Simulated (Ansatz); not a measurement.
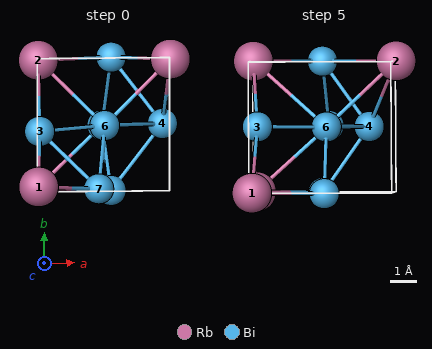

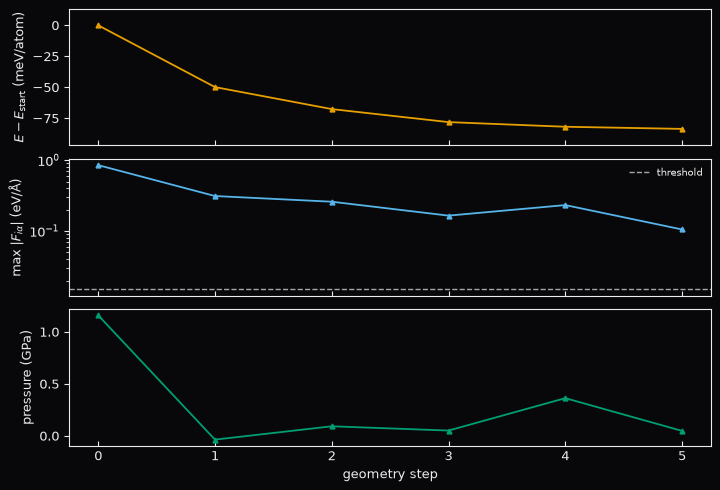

First and last geometry of a relaxation of solid RbBi3 (built on the Cu3Au (L1_2)_221 type) (coarse preliminary run), with the history of the run. The picture is a ball-and-stick view of the cell of the calculation, seen along the c axis.

These are results of DFT PBE, scalar-relativistic, plane waves, PAW in Ansatz 0.2.0, not measurements. Set-up: plane-wave cutoff 420 eV; k-point mesh 6 × 6 × 4; occupations gaussian; smearing width 0.1 eV; no spin polarisation; cell and atoms relaxed; force threshold 0.015 eV/Å; at most 120 steps.

Read the history and describe the run.

Answer. The run was cut off at its time limit before the relaxation converged, so the last structure is only a point on the way. Over 5 geometry steps the energy falls by 83.5 meV per atom. Largest force component: 0.85 eV/Å at the start, 0.11 eV/Å at the end. Pressure: 1.16 GPa at the start and 0.05 GPa at the end. A Bi atom moves most relative to the cell: 0.70 Å along −a. Largest moves by element: Bi 0.70 Å, Rb 0.24 Å. The drawn cell changes as follows: a 5.162 → 5.573 Å (+8.0 %), b 5.202 → 5.130 Å (−1.4 %), c 10.427 → 10.581 Å (+1.5 %), α 89.5° → 90.2°, β 88.1° → 90.1°, γ 89.5° → 90.2°; the volume changes by +8.1 %. Near-neighbour distances that change, for instance: Bi–Bi 3.621 → 4.815 Å, Bi–Rb 3.211 → 3.826 Å, Bi–Bi 3.222 → 3.697 Å, Bi–Rb 3.393 → 3.798 Å. Among the angles between lasting bonds that change: Bi–Bi–Bi 96.7° → 112.0°, Rb–Bi–Bi 122.4° → 108.5°, Rb–Bi–Rb 96.0° → 82.3°. The space group stays P1 (No. 1).

| step | E − E(0), meV/atom | largest force component, eV/Å | pressure, GPa | volume, Å³/atom |
| --- | --- | --- | --- | --- |
| 0 | 0.00 | 0.8515 | 1.16 | 34.985 |
| 1 | -49.82 | 0.3121 | -0.04 | 35.564 |
| 2 | -67.56 | 0.2595 | 0.09 | 35.918 |
| 3 | -78.06 | 0.1651 | 0.05 | 36.785 |
| 4 | -81.80 | 0.2325 | 0.36 | 37.410 |
| 5 | -83.53 | 0.1053 | 0.05 | 37.815 |
